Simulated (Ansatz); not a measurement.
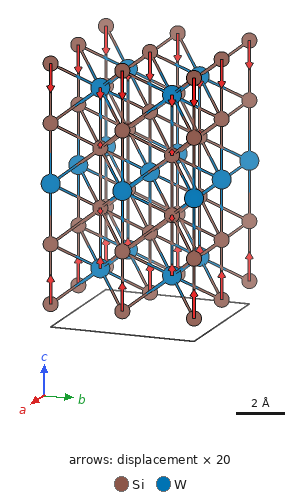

A relaxation of a slab of composition Si₂W (cut from the I4/mmm phase). The starting structure is drawn; red arrows show the displacements, magnified 20 times.

The picture is a ball-and-stick view of the 2 × 2 repeat of the cell, outlined in the plane, without the vacuum, seen slightly off an axis.

The slab is the (0 0 1) face of Si2W.

The calculation used DFT PBE, scalar-relativistic, plane waves, PAW in Ansatz 0.2.0.

The input:
```yaml
crystal:
  lattice:
    - [3.2289953186, 0.0, 0.0]
    - [0.0, 3.2289953186, 0.0]
    - [0.0, 0.0, 25.4695776594]
  atoms:
    - { symbol: Si, position: [0.0, 0.0, 0.2944689582] }
    - { symbol: W, position: [0.5, 0.5, 0.3455642206] }
    - { symbol: Si, position: [0.0, 0.0, 0.396659483] }
    - { symbol: Si, position: [0.5, 0.5, 0.4489047376] }
    - { symbol: W, position: [0.0, 0.0, 0.5] }
    - { symbol: Si, position: [0.5, 0.5, 0.5510952624] }
    - { symbol: Si, position: [0.0, 0.0, 0.603340517] }
    - { symbol: W, position: [0.5, 0.5, 0.6544357794] }
    - { symbol: Si, position: [0.0, 0.0, 0.7055310418] }
basis:
  ecutwfc: 420
kpoints:
  mp_grid: { grid: [11, 11, 1] }
hamiltonian:
  xc: pbe
scf:
  occupations: { method: gaussian, width: 0.1 }
output:
  forces: true
  eigenvalues: true
  write_density: true
  write_potential: true
  elf: true
  volumetric_format: npy
relax:
  adjacent_minimum: "off"
  f_tol: 0.02
  max_steps: 60
efield:
  axis: 3
  dipole_correction: true
  ramp_width: 0.04
```

Launched with:
```bash
ansatz run input.yaml --threads 2 --pin off --max-ram 5120MiB --backend cpu --events-out ev --progress --plain --runs-dir out
```

**What did the optimiser do to the structure, and how much energy did it gain?**

The largest moves relative to the layer's centre, 0.065 Å, are those of Si1 and Si9. Si1 goes along the normal (+c). By element the largest moves are Si 0.065 Å, W 0.028 Å. The cell doesn't change. Some distances before and after: Si1–Si3 2.603 → 2.545 Å, Si6–W8 2.632 → 2.589 Å, Si4–Si6 2.603 → 2.634 Å, Si1–W2 2.628 → 2.610 Å. The energy falls by 31.8 meV per cell of the calculation in 3 geometry steps. The largest force component goes from 0.4 to 0.0095 eV/Å.
